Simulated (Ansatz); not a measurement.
## Geometry relaxation, with input and output: SnH4ClO2F (part 1 of 2)

SnH4ClO2F, computed with RKS PBE0/def2-SVP (Ansatz 0.2.0).

The input holds or restrains some coordinates. It belongs to a series of runs on one base structure; here: pulled along the bonds that form and break, towards end B. Figures and captions count atoms from 1; the log counts them from 0 in places.

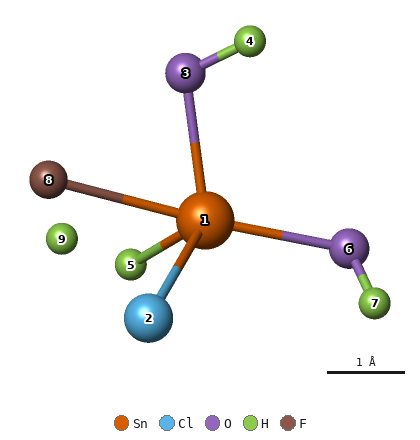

Fig. 1: The starting structure (ball-and-stick view, seen at a tilt; atoms are numbered from 1 in the order of the input). Sticks mark near contacts.

**Input file**
```yaml
crystal:
  periodic: [false, false, false]
  atoms:
    - { symbol: Sn, position_ang: [0.0, 0.0, 0.0] }
    - { symbol: Cl, position_ang: [0.0, 0.0, 2.76] }
    - { symbol: O, position_ang: [1.8483, 0.0, -0.6527] }
    - { symbol: H, position_ang: [2.1646, -0.9521, -0.7693] }
    - { symbol: H, position_ang: [-0.8195, 1.4198, -0.5794] }
    - { symbol: O, position_ang: [-0.9232, -1.5994, -0.6527] }
    - { symbol: H, position_ang: [-1.3778, -2.065, 0.1197] }
    - { symbol: F, position_ang: [1.1381, 1.7163, 0.6842] }
    - { symbol: H, position_ang: [0.8375, 1.2631, 1.8676] }
basis:
  gaussian: { orbitals: def2-SVP }
hamiltonian:
  xc: pbe0
relax:
  f_tol: 0.15
  max_steps: 25
  restrain:
    - { distance: [0, 7], at: 1.87, k: 30.0 }
    - { distance: [8, 1], at: 1.37, k: 30.0 }
    - { distance: [0, 1], at: 3.61, k: 30.0 }
    - { distance: [8, 7], at: 2.12, k: 30.0 }
```

Machine: 2 threads of Intel Xeon (Sapphire Rapids), 64 GiB of memory available, shared host.

Run as:
```bash
ansatz run input.yaml --threads 2 --pin off --max-ram 3072MiB --backend cpu --events-out ev --progress --plain --runs-dir out
```

**Log**
```
The last accepted step is kept in [file] (removed where the run ends without a failure and the disk answers)
Engine: ansatz 0.2.0, x86_64-unknown-linux-gnu
Functional definition: PBE0
  parameter a = 0.25
  parameter kappa = 0.804
  parameter beta = 0.06672455060314922
  exchange = (1 - a)*pbe_x(kappa = kappa, mu = beta*pi^2/3) + a*exact_x
  correlation = pbe_c(beta = beta)
1182 factors; integrals over basis functions are off by at most 3.0e-4 eV
mean field evaluation 1: about -25199.2827 eV, gradient 7.4e1 eV
mean field evaluation 2: about -25153.8474 eV, gradient 1.6e2 eV
mean field evaluation 4: about -25209.0790 eV, gradient 1.4e1 eV
mean field evaluation 8: about -25209.5118 eV, gradient 3.2e-1 eV
mean field evaluation 16: about -25209.5121 eV, gradient 8.3e-5 eV
mean field -25209.51205590 eV, -926.4324804334 hartree, gradient 8.3e-5 eV, S^2 0.000000; 0 other end points of the search recorded, 0 dependent functions left out
the calculation of the forces begins
reference -25209.51208475 eV, -926.4324814937 hartree; 34, 34 occupied and 72, 72 virtual orbitals, 1182 factors
relax step   1: F+E_penalty+E_count = -25209.51205590 eV  Δ(F+E_penalty+E_count) = +0.000e0 eV  max|allowed force component| = 4.562e0 eV/Å  E_restraint = 24.48240721 eV  max|allowed force component, restraints' pulls added| = 2.600e1 eV/Å  Δτ_max = 0.0000 Å  (28 SCF iters, accepted)
  distance Sn 0 - F 7 = 2.1700 Å
  distance H 8 - Cl 1 = 1.7588 Å
  distance Sn 0 - Cl 1 = 2.7600 Å
  distance H 8 - F 7 = 1.3024 Å
these checks for a lower state are left out or cut short: starts, cluster_reference, orbital_swaps, neighbouring_geometries, increment
1182 factors; integrals over basis functions are off by at most 3.7e-4 eV
mean field -25209.08701857 eV, -926.4168605994 hartree, gradient 1.8e-5 eV, S^2 0.000000; 0 other end points of the search recorded, 0 dependent functions left out
[... from here on the field's lines of each further geometry are left out, up to the last ...]
relax step   2: F+E_penalty+E_count = -25209.08701857 eV  Δ(F+E_penalty+E_count) = +4.250e-1 eV  max|allowed force component| = 3.067e0 eV/Å  E_restraint = 10.17960398 eV  max|allowed force component, restraints' pulls added| = 1.889e1 eV/Å  Δτ_max = 0.1947 Å  (37 SCF iters, accepted)
relax step   3: F+E_penalty+E_count = -25209.09669072 eV  Δ(F+E_penalty+E_count) = -9.672e-3 eV  max|allowed force component| = 2.302e0 eV/Å  E_restraint = 2.77565515 eV  max|allowed force component, restraints' pulls added| = 8.830e0 eV/Å  Δτ_max = 0.1948 Å  (38 SCF iters, accepted)
relax step   4: F+E_penalty+E_count = -25209.58229069 eV  Δ(F+E_penalty+E_count) = -4.856e-1 eV  max|allowed force component| = 2.023e0 eV/Å  E_restraint = 0.16992870 eV  max|allowed force component, restraints' pulls added| = 2.046e0 eV/Å  Δτ_max = 0.1949 Å  (31 SCF iters, accepted)
relax step   5: F+E_penalty+E_count = -25210.07607428 eV  Δ(F+E_penalty+E_count) = -4.938e-1 eV  max|allowed force component| = 1.612e0 eV/Å  E_restraint = 0.07841871 eV  max|allowed force component, restraints' pulls added| = 6.395e-1 eV/Å  Δτ_max = 0.1974 Å  (31 SCF iters, accepted)
relax step   6: F+E_penalty+E_count = -25210.38154141 eV  Δ(F+E_penalty+E_count) = -3.055e-1 eV  max|allowed force component| = 1.360e0 eV/Å  E_restraint = 0.05235274 eV  max|allowed force component, restraints' pulls added| = 5.923e-1 eV/Å  Δτ_max = 0.1951 Å  (31 SCF iters, accepted)
relax step   7: F+E_penalty+E_count = -25210.62265827 eV  Δ(F+E_penalty+E_count) = -2.411e-1 eV  max|allowed force component| = 1.162e0 eV/Å  E_restraint = 0.04280093 eV  max|allowed force component, restraints' pulls added| = 7.394e-1 eV/Å  Δτ_max = 0.1951 Å  (30 SCF iters, accepted)
relax step   8: F+E_penalty+E_count = -25210.81966194 eV  Δ(F+E_penalty+E_count) = -1.970e-1 eV  max|allowed force component| = 1.043e0 eV/Å  E_restraint = 0.04209169 eV  max|allowed force component, restraints' pulls added| = 7.624e-1 eV/Å  Δτ_max = 0.1959 Å  (31 SCF iters, accepted)
relax step   9: F+E_penalty+E_count = -25210.92751981 eV  Δ(F+E_penalty+E_count) = -1.079e-1 eV  max|allowed force component| = 1.039e0 eV/Å  E_restraint = 0.04475369 eV  max|allowed force component, restraints' pulls added| = 5.244e-1 eV/Å  Δτ_max = 0.1949 Å  (31 SCF iters, accepted)
relax step  10: F+E_penalty+E_count = -25210.98335190 eV  Δ(F+E_penalty+E_count) = -5.583e-2 eV  max|allowed force component| = 1.143e0 eV/Å  E_restraint = 0.04688122 eV  max|allowed force component, restraints' pulls added| = 4.484e-1 eV/Å  Δτ_max = 0.1964 Å  (30 SCF iters, accepted)
relax step  11: F+E_penalty+E_count = -25211.01609384 eV  Δ(F+E_penalty+E_count) = -3.274e-2 eV  max|allowed force component| = 1.172e0 eV/Å  E_restraint = 0.04676370 eV  max|allowed force component, restraints' pulls added| = 7.504e-1 eV/Å  Δτ_max = 0.1942 Å  (31 SCF iters, accepted)
relax step  12: F+E_penalty+E_count = -25211.03961630 eV  Δ(F+E_penalty+E_count) = -2.352e-2 eV  max|allowed force component| = 1.372e0 eV/Å  E_restraint = 0.04534602 eV  max|allowed force component, restraints' pulls added| = 9.591e-1 eV/Å  Δτ_max = 0.1904 Å  (29 SCF iters, accepted)
relax step  13: F+E_penalty+E_count = -25211.07174271 eV  Δ(F+E_penalty+E_count) = -3.213e-2 eV  max|allowed force component| = 1.330e0 eV/Å  E_restraint = 0.04398391 eV  max|allowed force component, restraints' pulls added| = 5.209e-1 eV/Å  Δτ_max = 0.2000 Å  (31 SCF iters, accepted)
relax step  14: F+E_penalty+E_count = -25211.08533577 eV  Δ(F+E_penalty+E_count) = -1.359e-2 eV  max|allowed force component| = 1.323e0 eV/Å  E_restraint = 0.03913783 eV  max|allowed force component, restraints' pulls added| = 1.056e0 eV/Å  Δτ_max = 0.1952 Å  (30 SCF iters, accepted)
relax step  15: F+E_penalty+E_count = -25211.13644200 eV  Δ(F+E_penalty+E_count) = -5.111e-2 eV  max|allowed force component| = 1.156e0 eV/Å  E_restraint = 0.05238479 eV  max|allowed force component, restraints' pulls added| = 6.006e-1 eV/Å  Δτ_max = 0.1950 Å  (30 SCF iters, accepted)
relax step  16: F+E_penalty+E_count = -25211.19267879 eV  Δ(F+E_penalty+E_count) = -5.624e-2 eV  max|allowed force component| = 1.106e0 eV/Å  E_restraint = 0.04464688 eV  max|allowed force component, restraints' pulls added| = 1.560e-1 eV/Å  Δτ_max = 0.1997 Å  (30 SCF iters, accepted)
relax step  17: F+E_penalty+E_count = -25211.19735049 eV  Δ(F+E_penalty+E_count) = -4.672e-3 eV  max|allowed force component| = 1.083e0 eV/Å  E_restraint = 0.04669705 eV  max|allowed force component, restraints' pulls added| = 3.526e-1 eV/Å  Δτ_max = 0.1586 Å  (29 SCF iters, accepted)
the calculation of the forces begins
reference -25211.20772581 eV, -926.4947951530 hartree; 34, 34 occupied and 72, 72 virtual orbitals, 1182 factors
relax step  18: F+E_penalty+E_count = -25211.20769566 eV  Δ(F+E_penalty+E_count) = -1.035e-2 eV  max|allowed force component| = 1.073e0 eV/Å  E_restraint = 0.04498141 eV  max|allowed force component, restraints' pulls added| = 7.210e-2 eV/Å  Δτ_max = 0.0580 Å  (30 SCF iters, accepted)
```

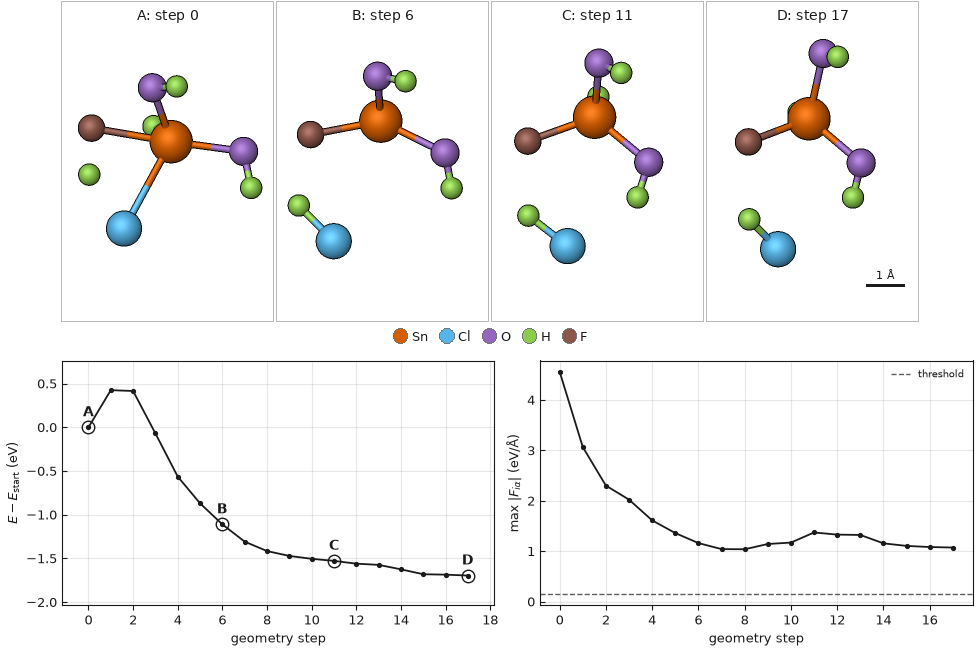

Fig. 2: Frames of the restrained relaxation (ball-and-stick view, seen at a tilt) above the curves, on which the letters mark them (the first geometry is step 0 here and step 1 in the log).

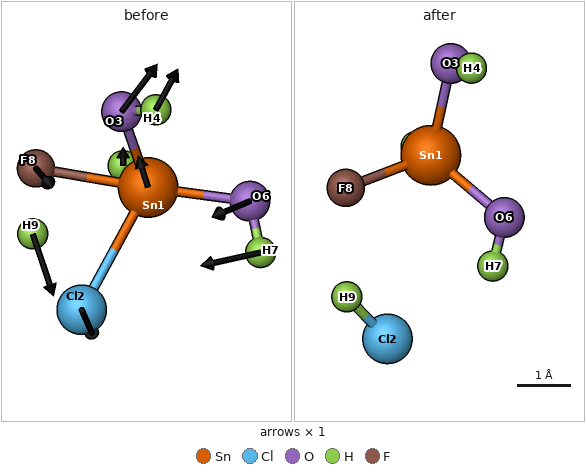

Fig. 3: Before (left) and after (right) the restrained relaxation, at one scale (ball-and-stick view, seen at a tilt). The black arrows give the displacements, at true length. After 17 geometry steps the energy has fallen by 1.696 eV. Largest force component: 4.6 eV/Å at the start, 1.1 eV/Å at the end. The largest move after the best rigid fit is that of H9, 1.27 Å. By element the largest moves are H 1.27 Å, Cl 1.22 Å, O 1.22 Å, F 0.92 Å, Sn 0.65 Å. Among the contacts that change: Sn1–Cl2 2.760 → 3.611 Å, Cl2–H9 1.759 → 1.334 Å, Sn1–F8 2.170 → 1.911 Å, O3–H4 1.010 → 0.965 Å. New bonds form: Cl2–H9 (1.76 → 1.33 Å). Bonds break: Sn1–Cl2 (2.76 → 3.61 Å). Among the angles that change: O6–Sn1–F8 176.5° → 105.3°, O3–Sn1–F8 67.1° → 106.8°, H5–Sn1–F8 72.9° → 107.5°. (Atoms are counted from 1 in the order of the input.)

```
  distance Sn 0 - F 7 = 1.9105 Å
  distance H 8 - Cl 1 = 1.3339 Å
  distance Sn 0 - Cl 1 = 3.6113 Å
  distance H 8 - F 7 = 2.1130 Å
1182 factors; integrals over basis functions are off by at most 8.7e-4 eV
mean field -25211.20769566 eV, -926.4947940451 hartree, gradient 9.7e-6 eV, S^2 0.000000; 1 other end points of the search recorded, 0 dependent functions left out
the calculation of the forces begins
reference -25211.20772581 eV, -926.4947951530 hartree; 34, 34 occupied and 72, 72 virtual orbitals, 1182 factors
Total energy: -25211.20772581 eV, -926.4947951530 hartree
Atom 0 at     0.347799     0.230707    -0.446038 Å, force    -0.632931    -0.463776    -0.954717 eV/Å
Atom 1 at    -1.125489     0.363941     2.848426 Å, force     0.993861     0.359496    -0.135176 eV/Å
Atom 2 at     1.610231    -0.122818    -1.899913 Å, force     0.024914    -0.017760    -0.004844 eV/Å
Atom 3 at     2.139879    -0.909634    -1.720553 Å, force     0.012619    -0.001829    -0.016570 eV/Å
Atom 4 at    -0.832890     1.331697    -0.964096 Å, force    -0.016703    -0.016986     0.020258 eV/Å
Atom 5 at    -0.133831    -1.537928     0.251207 Å, force     0.004582    -0.027163    -0.014577 eV/Å
Atom 6 at    -0.592892    -1.459489     1.098718 Å, force    -0.010149     0.025856     0.047588 eV/Å
Atom 7 at     1.340546     1.070394     0.953784 Å, force     0.517354     0.482202     1.073186 eV/Å
Atom 8 at     0.114647     0.815830     2.655865 Å, force    -0.893546    -0.340040    -0.015148 eV/Å
Dipole moment:    -0.177685     0.041405     0.074114 e Å
```

**Trajectory as extended XYZ (Å, eV, eV/Å), 18 frames, from step=1 to step=18**
```
9
Properties=species:S:1:pos:R:3:forces:R:3 step=1 energy=-25209.51206
Sn    0.0000    0.0000    0.0000    0.1696   2.0034  -0.3406
Cl    0.0000    0.0000    2.7600    0.5316   0.7579  -1.8742
O     1.8483    0.0000   -0.6527    0.8093  -3.5051  -0.5532
H     2.1646   -0.9521   -0.7693   -0.4324   1.7932  -0.0969
H    -0.8195    1.4198   -0.5794   -0.3984  -0.7091   0.1352
O    -0.9232   -1.5994   -0.6527   -0.9897  -1.5251   1.9957
H    -1.3778   -2.0650    0.1197    0.7740   0.6837  -1.6228
F     1.1381    1.7163    0.6842   -0.8627  -0.0535   4.5619
H     0.8375    1.2631    1.8676    0.3988   0.5548  -2.2053
9
Properties=species:S:1:pos:R:3:forces:R:3 step=2 energy=-25209.08702
Sn    0.0287    0.0769   -0.1766   -0.1313   0.8605   0.4124
Cl    0.0444    0.0667    2.9116    1.0751   1.6431  -2.2418
O     1.8714   -0.0235   -0.6686    1.3944  -2.6135  -0.9537
H     2.1654   -0.9517   -0.7730    0.0375   0.5452  -0.2826
H    -0.8296    1.4188   -0.5831   -1.1624   0.2929  -0.5011
O    -0.9258   -1.6080   -0.6437   -0.1889  -0.4302   1.3309
H    -1.3734   -2.0603    0.1130    0.4989   0.4761  -0.8380
F     1.1159    1.7013    0.5835   -0.9074   0.1984   3.0668
H     0.7709    1.1625    2.0142   -0.6160  -0.9725   0.0070
```
